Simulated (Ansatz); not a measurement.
# CuF (SMILES [F][Cu]) (triplet): what the fields show

Input file:

```
crystal:
  periodic: [false, false, false]
  atoms:
    - {symbol: Cu, position_ang: [0.000000, 0.000000, -0.895583]}
    - {symbol: F, position_ang: [0.000000, 0.000000, 0.895583]}
basis:
  gaussian: {orbitals: def2-TZVPD}
magnetization: {spin_polarized: true, initial_magnetization: 2}
hamiltonian: {xc: pbe0}
output: {forces: true, orbitals: {seedname: orbitals}}
```

Launched as:

```sh
ansatz run input.yaml --threads 1 --pin off --max-ram 2610MiB --events-out events.jsonl --progress --plain --runs-dir runs
```

Geometry: BLYP-D3(BJ)/def2-SVP.

The calculation used isolated molecule in a Gaussian basis; Kohn-Sham density functional theory, functional PBE0 (Ansatz 0.2.0).

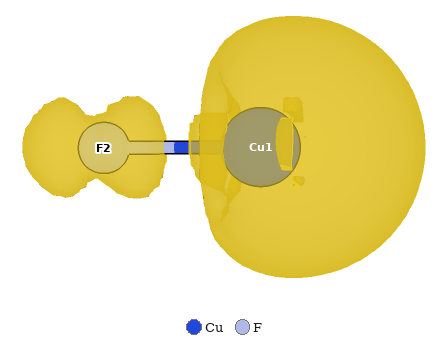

Figure 1. Isosurfaces of the spin density at +0.03 (yellow) and −0.03 e/Å³ (cyan), seen from one side.

Q: Which atoms carry the spin?

A: The unpaired spin (2 electrons) lies mostly on Cu1 (about 1.8) and F2 (about 0.2), in electrons by Hirshfeld's partition.

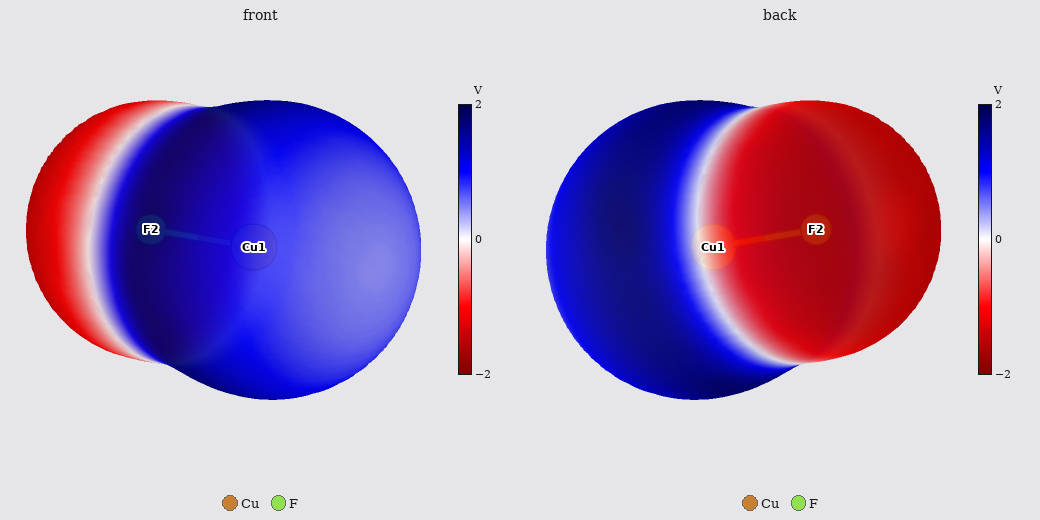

Figure 2. The electrostatic potential painted on the density surface at 0.002 e/bohr³, seen from the front and from behind; red is negative and blue positive.

Q: Describe the electrostatic potential map.

A: The most negative region (about −1.6 V, or −37 kcal/mol for a unit charge) lies over F2, the most positive (about +1.8 V, or +42 kcal/mol for a unit charge) over Cu1.

Q: What dipole moment does the calculation give?

A: Its dipole moment is 2.35 D.

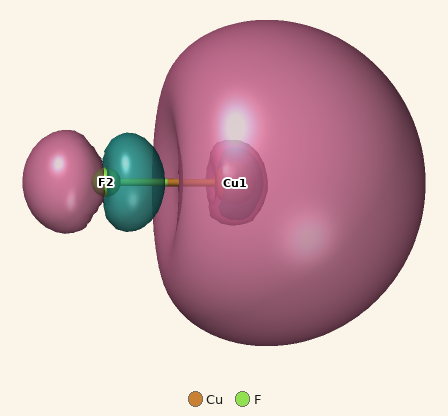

Figure 3. The HOMO (α) at ±0.06 Å⁻³ᐟ² (teal and pink are the two phases), seen from one side.

Q: Describe this orbital and give its energy.

A: Its weight (Hirshfeld) is mainly on Cu1 (about 95 %) and F2 (about 5 %); it is of σ type. Its energy is −6.41 eV.
